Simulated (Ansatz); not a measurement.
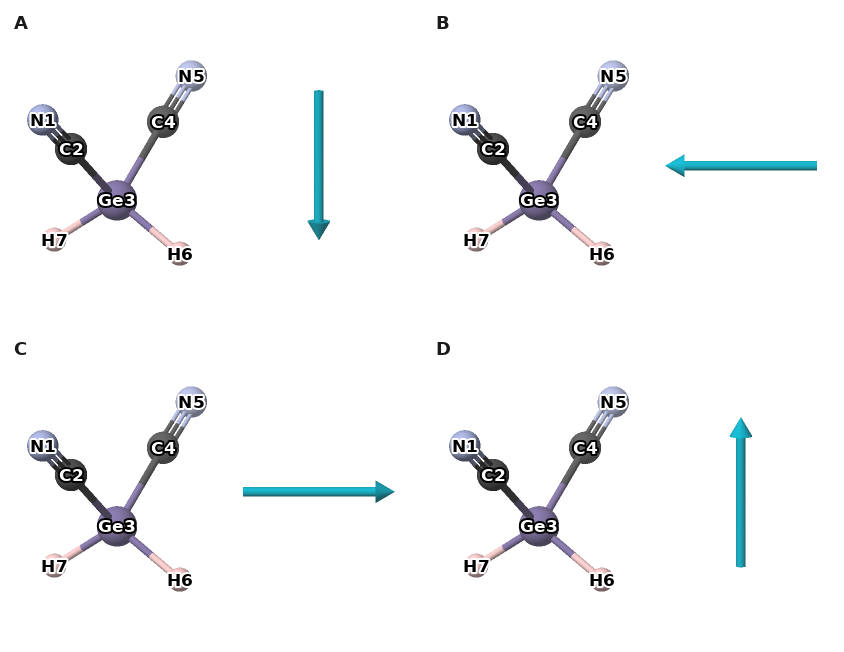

The same molecule four times, each with an arrow. Computed geometry: PBE0-D4/def2-TZVP optimisation. Level of theory: RKS PBE0-D4/def2-TZVP (Ansatz 0.2.0).

> Which arrow points along the dipole moment, from the negative to the positive end?

A. The dipole moment is 4.16 D; it points from the side of N1, N5 to the side of H6, H7 (the outermost atoms at the two ends).
